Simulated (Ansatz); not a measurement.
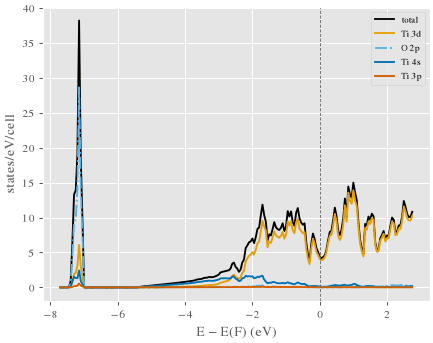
Fig. 1. Total and projected density of states of Ti6O in space group P-31m (No. 162; Ti on 6k, O on 1a), DFT-PBEsol in the program Ansatz with PAW potentials

**Question.** Which orbitals carry the states next to the Fermi level?

**Answer.** Within 0.5 eV of the Fermi level: Ti 3d 91 %. Projections are on Löwdin-orthogonalised atomic valence shells; empty p or d shells of many metals are not among them.

**Question.** Where is the tallest occupied peak in this window, and what makes it?

**Answer.** Near -7.1 eV, about 38 states/eV per cell; the largest projected share is O 2p.

The first step of the workflow began from a Materials Project structure, measured or hypothetical; the Crystallography Open Database files this formula in space group No. 162, but the cells were not matched. Whether it is the stable phase at ambient conditions was not checked. The cell was relaxed with PBEsol under the symmetry of its start; whether a distortion lowers the energy is not shown. No spin polarisation was allowed. Without spin polarisation and U, an open-shell compound can come out a false metal.

Potentials: the later of the program's two PAW sets.
